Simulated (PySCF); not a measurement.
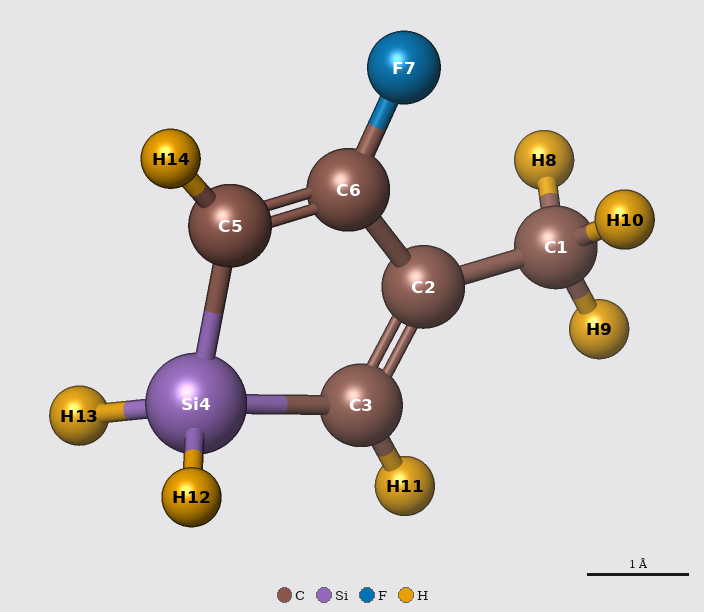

The geometry was computed by an optimisation with GFN2-xTB. No frequency run is at hand to confirm it as a minimum.

What are the angles C1–C2–C3, C1–C2–C6, C2–C1–H8, C2–C3–H11, C2–C6–C5, C3–C2–C6, C3–Si4–C5, Si4–C3–H11, Si4–C5–C6, Si4–C5–H14, C5–Si4–H12, C5–C6–F7?

| angle | degrees |
| --- | --- |
| C1–C2–C3 | 127.1 |
| C1–C2–C6 | 119.3 |
| C2–C1–H8 | 110.1 |
| C2–C3–H11 | 121.5 |
| C2–C6–C5 | 119.0 |
| C3–C2–C6 | 113.6 |
| C3–Si4–C5 | 89.4 |
| Si4–C3–H11 | 128.2 |
| Si4–C5–C6 | 107.6 |
| Si4–C5–H14 | 130.1 |
| C5–Si4–H12 | 112.9 |
| C5–C6–F7 | 123.5 |
